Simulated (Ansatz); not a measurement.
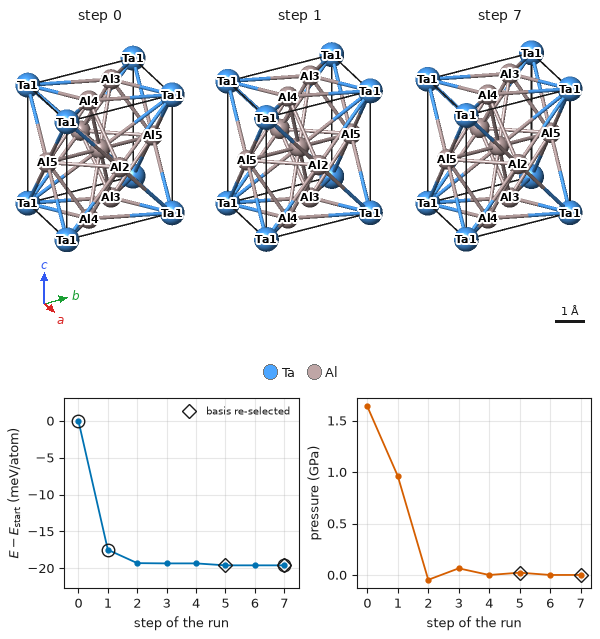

Frames of a relaxation of a crystal of TaAl5 (a generated structure, set up in P6/mmm), marked on the history of the run. Style: ball-and-stick. Shown: the cell of the calculation, slightly off an axis.

Computed with DFT PBE, scalar-relativistic, plane waves, PAW (Ansatz 0.2.0). Set-up: plane-wave cutoff 420 eV; k-point mesh 12 × 12 × 10; occupations gaussian; smearing width 0.1 eV; no spin polarisation; cell and atoms relaxed; force threshold 0.01 eV/Å; at most 80 steps.

Q: What happens along the run?

A: The energy falls by 19.6 meV per atom in 5 accepted moves (7 points after the start). All forces vanish by symmetry, so only the cell relaxes. Pressure: 1.64 GPa at the start and 0.00 GPa at the end. At 2 points the geometry stayed and the basis and grid were re-selected for the new cell (energy shift of 0.3 meV per atom at most each time). The atoms keep their places relative to the cell (all moves are under 0.005 Å). The drawn cell changes as follows: a = b 5.192 → 5.116 Å (−1.5 %), c 4.244 → 4.451 Å (+4.9 %); the volume changes by +1.8 %. Among the contacts that change: Al–Al 2.598 → 2.671 Å, Al–Ta 2.998 → 2.954 Å, Al–Al 2.596 → 2.558 Å, Al–Ta 3.353 → 3.391 Å. The space group stays P6/mmm (No. 191). From step 0 to 1: volume +0.7 %, energy −17.5 meV per atom. From step 1 to 7: volume +1.1 %, energy −2.1 meV per atom.
